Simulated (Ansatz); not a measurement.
A ladder of methods for CHF3O3S (triflic acid)

The species is CHF3O3S (9 atoms), meant as a singlet with charge 0. SMILES: `O=S(=O)(O)C(F)(F)F`. The coordinates come from a PBE0-D4/def2-TZVP relaxation. This is one conformer, not always the lowest.

Quantity: the electronic atomisation energy, in eV. The values are calculated. Electronic energies at fixed atoms, without zero-point motion or spin-orbit coupling.

```
                                level                    kind  program  value (eV)
   SVWN5/6-31G* (spherical functions)                     LDA   Ansatz       43.83
    BLYP/6-31G* (spherical functions)                     GGA   Ansatz       34.14
  r2SCAN/6-31G* (spherical functions)                meta-GGA   Ansatz       34.44
 wB97M-V/6-31G* (spherical functions)  range-separated hybrid   Ansatz       34.33
  B2PLYP/6-31G* (spherical functions)           double hybrid   Ansatz       32.45
RPA@PBE0/6-31G* (spherical functions)                     RPA   Ansatz       28.95
     MP2/6-31G* (spherical functions)     perturbation theory   Ansatz       32.43
    CCSD/6-31G* (spherical functions)   coupled cluster or CI   Ansatz       29.54
```

The values span 28.95 to 43.83 eV.

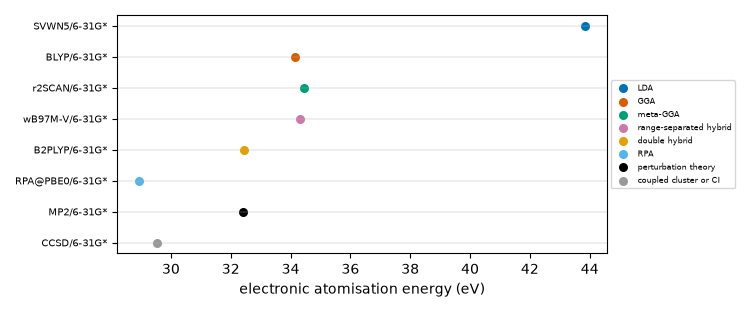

The values of the table, level by level.
